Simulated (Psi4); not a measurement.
# BH3S2 (SMILES SBS): DLPNO-MP2/def2-TZVPD (density fitting, density fitting for correlation, pno convergence tight, sweep point 3)

What is the energy change on altering one bond length of BH3S2 at DLPNO-MP2/def2-TZVPD (density fitting, density fitting for correlation, pno convergence tight, sweep point 3)? 

Program for the calculation: Psi4 1.11.

## (1) The molecule

BH3S2 has 6 atoms, charge 0, and is taken as a singlet. SMILES: `SBS`. The shape is that of a PBE0-D4/def2-TZVP optimisation. This is one conformer, not always the lowest.

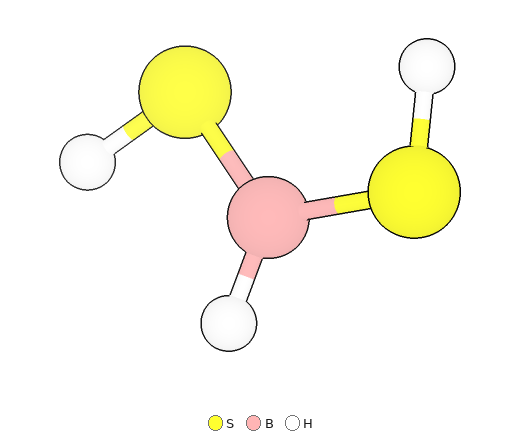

The structure, seen from a chosen angle (sulfur yellow, boron pink, hydrogen white).

## (2) A single-point energy at DLPNO-MP2/def2-TZVPD (density fitting, density fitting for correlation, pno convergence tight, sweep point 3)

input.inp

```
memory 1.6 GB

molecule geom {
  0 1
  S     -1.54938645    -1.14366225    -2.86576967
  B      0.17272097    -0.85717977     0.01681856
  S      0.62946777     2.10666668     1.56809474
  H     -2.16487025     1.30032055    -3.20232989
  H      1.01194834    -2.76315754     0.86454970
  H      1.97967709     1.23606986     3.53152018
  units bohr
  symmetry c1
}

set globals {
  reference rhf
  puream true
  scf_type df
  num_frozen_docc 11
  pno_convergence tight
}

energy("dlpno-mp2/def2-TZVPD")
print_variables()
```

Launch:

```
$ psi4 -n 1 input.inp input.out
```

input.out:

```text
[...]
  Running in c1 symmetry.
[...]
  Nuclear repulsion =  119.768715328681608
[...]
  Multiplicity = 1
[...]
  Nalpha       = 20
  Nbeta        = 20
[...]
    Number of basis functions: 156
[...]
   @DF-RHF iter   1:  -821.51819953805887   -3.95431e-01   2.14813e-03 ADIIS/DIIS
[...]
    Orbital Energies [Eh]
    ---------------------
    Doubly Occupied:
       1A    -91.962956     2A    -91.960987     3A     -8.969939
       4A     -8.967892     5A     -7.653553     6A     -6.651368
       7A     -6.650548     8A     -6.650125     9A     -6.649331
      10A     -6.648419    11A     -6.648032    12A     -1.017696
      13A     -0.968760    14A     -0.677712    15A     -0.599476
      16A     -0.542832    17A     -0.469095    18A     -0.456036
      19A     -0.437031    20A     -0.374882
[...]
  @DF-RHF Final Energy:  -821.58084693099954
   => Energetics <=
    Nuclear Repulsion Energy =            119.7687153286816084
    One-Electron Energy =               -1372.7857862821297203
    Two-Electron Energy =                 431.4362240224486982
    Total Energy =                       -821.5808469309995417
[...]
 Multipole Moments:
 ------------------------------------------------------------------------------------
     Multipole            Electronic (a.u.)      Nuclear  (a.u.)        Total (a.u.)
 ------------------------------------------------------------------------------------
 L = 1.  Multiply by 2.5417464519 to convert [e a0] to [Debye]
 Dipole X            :         -0.4981923            0.6561935            0.1580012
 Dipole Y            :          0.0231779            0.0595063            0.0826842
 Dipole Z            :         -0.8057419            1.0857936            0.2800517
 Magnitude           :                                                    0.3320091
[...]
  @LMP2 iter   4:  -0.446917837726 -4.450e-07  2.529e-07
[...]
```

Wall time 8.1 s (1 thread of Intel Xeon Platinum 8488C (Sapphire Rapids), shared host); peak memory 0.5 GiB.

## (3) The distorted shape at the same level

job.inp

```
memory 1.6 GB

molecule {
  0 1
  S     -2.62957469    -0.44717156    -4.43654026
  B     -0.90746727    -0.16068908    -1.55395203
  S     -0.45072047     2.80315737    -0.00267585
  H     -3.24505849     1.99681123    -4.77310048
  H     -0.06823990    -2.06666685    -0.70622089
  H      1.97967709     1.23606986     3.53152018
  units au
  symmetry c1
}

set {
  basis           def2-TZVPD
  puream          true
  scf_type        df
  num_frozen_docc 11
  pno_convergence tight
}

energy('dlpno-mp2')
```

Launch:

```
$ psi4 job.inp job.out -n 1
```

job.out:

```text
[...]
  Running in c1 symmetry.
[...]
  Nuclear repulsion =  116.251899932580756
[...]
  Multiplicity = 1
[...]
  Nalpha       = 20
  Nbeta        = 20
[...]
    Number of basis functions: 156
[...]
   @DF-RHF iter   1:  -821.28478376844419   -5.47414e-01   2.50314e-03 ADIIS/DIIS
[...]
    Orbital Energies [Eh]
    ---------------------
    Doubly Occupied:
       1A    -92.004454     2A    -91.968190     3A     -9.004884
       4A     -8.974937     5A     -7.658394     6A     -6.685231
       7A     -6.684573     8A     -6.683904     9A     -6.656303
      10A     -6.655428    11A     -6.654979    12A     -1.013659
      13A     -0.943190    14A     -0.674144    15A     -0.555753
      16A     -0.524494    17A     -0.462348    18A     -0.443599
      19A     -0.381361    20A     -0.381355
[...]
  @DF-RHF Final Energy:  -821.42262939101386
   => Energetics <=
    Nuclear Repulsion Energy =            116.2518999325807556
    One-Electron Energy =               -1365.3266941856804806
    Two-Electron Energy =                 427.6521648620858400
    Total Energy =                       -821.4226293910139702
[...]
 Multipole Moments:
 ------------------------------------------------------------------------------------
     Multipole            Electronic (a.u.)      Nuclear  (a.u.)        Total (a.u.)
 ------------------------------------------------------------------------------------
 L = 1.  Multiply by 2.5417464519 to convert [e a0] to [Debye]
 Dipole X            :         -1.1499067            1.1779392            0.0280325
 Dipole Y            :          0.3108194           -0.2769083            0.0339111
 Dipole Z            :         -1.7894717            1.8444973            0.0550256
 Magnitude           :                                                    0.0704528
[...]
  @LMP2 iter   5:  -0.469735953710 -1.048e-07  1.624e-07
[...]
```

Wall time 8.1 s (1 thread of Intel Xeon Platinum 8488C (Sapphire Rapids), shared host); peak memory 0.51 GiB.

## (4) Summary of results

At DLPNO-MP2/def2-TZVPD (density fitting, density fitting for correlation, pno convergence tight, sweep point 3), 11 core orbitals frozen:

```
                                                         quantity          value
                                        first shape: total energy  -822.02776 Eh
                 first shape: HOMO energy (Hartree–Fock orbitals)      -10.20 eV
                 first shape: LUMO energy (Hartree–Fock orbitals)        1.04 eV
               first shape: HOMO–LUMO gap (Hartree–Fock orbitals)       11.24 eV
        first shape: correlation energy (11 core orbitals frozen)     -446.9 mEh
                                    distorted shape: total energy  -821.89237 Eh
             distorted shape: HOMO energy (Hartree–Fock orbitals)      -10.38 eV
             distorted shape: LUMO energy (Hartree–Fock orbitals)       -1.42 eV
           distorted shape: HOMO–LUMO gap (Hartree–Fock orbitals)        8.96 eV
    distorted shape: correlation energy (11 core orbitals frozen)     -469.7 mEh
energy change with the S3–H6 bond stretched from 1.342 to 2.417 Å       3.684 eV
```

**Reading.** One bond (distorted shape) is far stretched, which a spin-restricted single reference describes badly; perturbation theory on it can break down and give far too much correlation. With the S3–H6 bond stretched from 1.342 to 2.417 Å the energy rises by 3.68 eV (355 kJ/mol). The first shape isn't relaxed at this level, so the change isn't measured from a minimum. A restricted reference can't describe the breaking bond well at this length.
